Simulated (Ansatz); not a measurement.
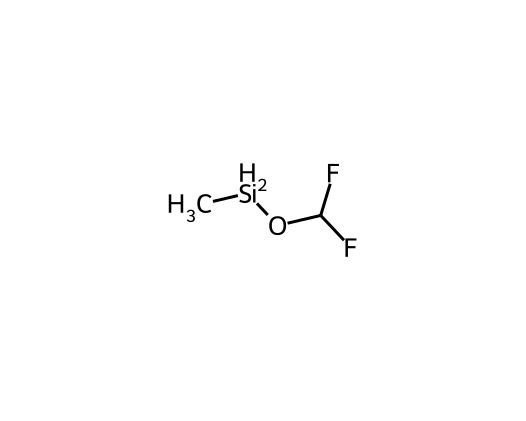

The computed structure is the end point of a PBE-D4/def2-SVP optimisation. No frequency run is at hand to confirm it as a minimum. Properties computed with RKS PBE-D4/def2-SVP (Ansatz 0.2.0).

Question: What is the dipole moment?

Answer: 1.72 D.

Question: What is the dispersion correction?

Answer: −22.1 kJ/mol.
